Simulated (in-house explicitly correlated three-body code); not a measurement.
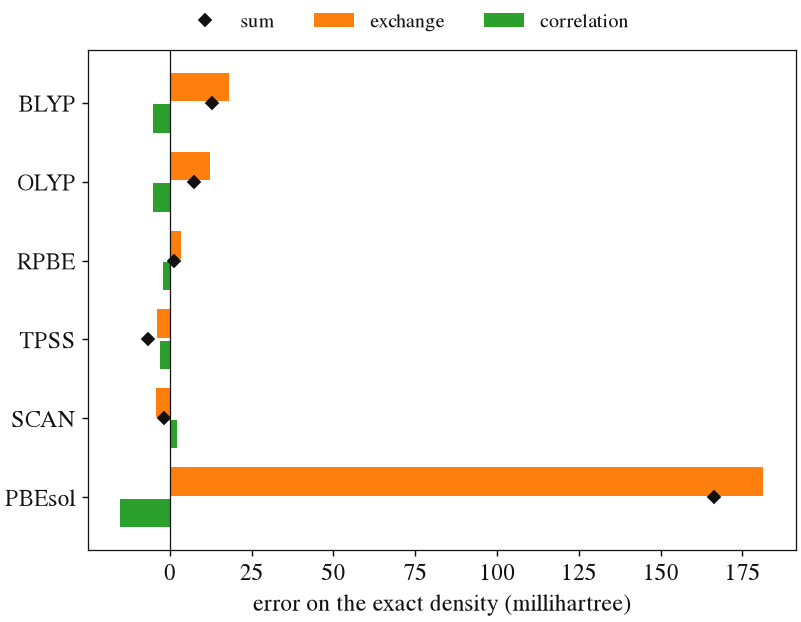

Two electrons around a point charge Z = 5.1. Computed variationally in 260 exponentially correlated functions with an in-house code, non-relativistic, converged to about 10⁻⁷ hartree. The exact exchange and correlation energies are −2964 and −44.78 millihartree. The plot shows the errors of BLYP, OLYP, PBEsol, RPBE, SCAN and TPSS, evaluated on the exact density.

Which functional is best in the sum, and where do errors cancel?

By the size of the summed error (millihartree): RPBE +1.4, SCAN −1.9, TPSS −6.8, OLYP +7.4, BLYP +13, PBEsol +166. Errors of exchange and correlation cancel by a quarter or more for RPBE (+3.4 and −2.0), SCAN (−4.2 and +2.4), OLYP (+12 and −5.0) and BLYP (+18 and −5.0).
